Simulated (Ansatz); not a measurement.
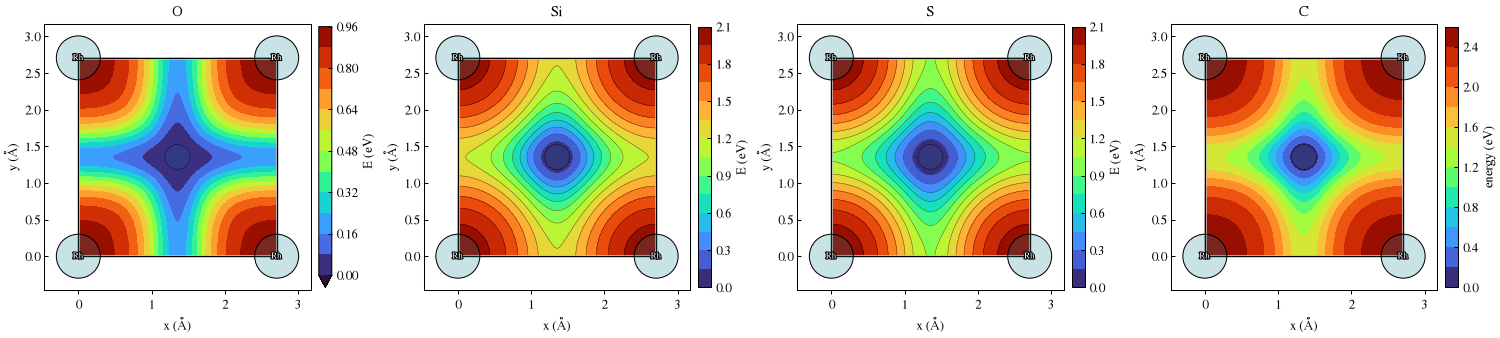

Four maps of one series, each from its own lowest grid point and on its own colour scale; the adsorbate changes from map to map. Adsorbates on a Rh(100) slab cut from the Fm-3m phase, its upper half relaxed before the scan (12 atoms of substrate and one adsorbate in a 2 × 2 cell). The adsorbate is moved over the surface cell; relaxed at each place: the height of the adsorbate's atoms; substrate rigid; the origin of the map has the adsorbate above Rh9. Places are given modulo a cell vector. The map is drawn in real space over the plane of the surface. Grid: 6 × 6 points. Places are given in fractions of the 1 × 1 surface cell. Energies: eV, counted from the lowest grid point. The runs have no spin polarisation; a magnetic state may lie lower. Computed with DFT PBE, scalar-relativistic, plane waves, PAW (Ansatz 0.2.0). Settings: cutoff 420 eV, k-mesh 5×5×1, gaussian smearing 0.1 eV, no spin polarisation.

Drawn: filled contours, labelled circles for the atoms of the top layer and small ones for the second layer, the outline of one cell of the plane. Between grid points the surface is interpolated.

The span runs from the lowest to the highest grid point.

| adsorbate | lowest grid point | span (eV) | height there (Å) |
| --- | --- | --- | --- |
| O | a fourfold hollow over a second-layer Rh atom | 0.92 | 1.02 |
| Si | a fourfold hollow over a second-layer Rh atom | 2.06 | 1.36 |
| S | a fourfold hollow over a second-layer Rh atom | 2.08 | 1.36 |
| C | a fourfold hollow over a second-layer Rh atom | 2.53 | 0.53 |

One more map of the series was computed, for the adsorbate H. What do you expect for it?

The computed span is 0.29 eV, the smallest of the series. The lowest grid point is a bridge site between two Rh atoms, unlike the other maps. The height there is 1.13 Å.

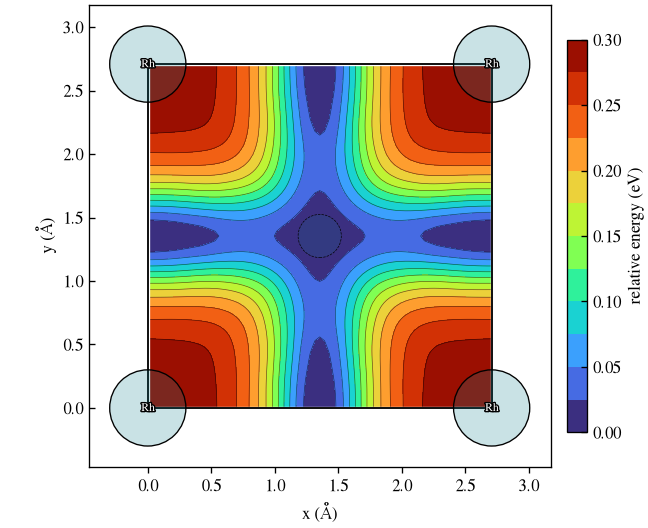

The map for H.

PAW datasets: the set soft_1.
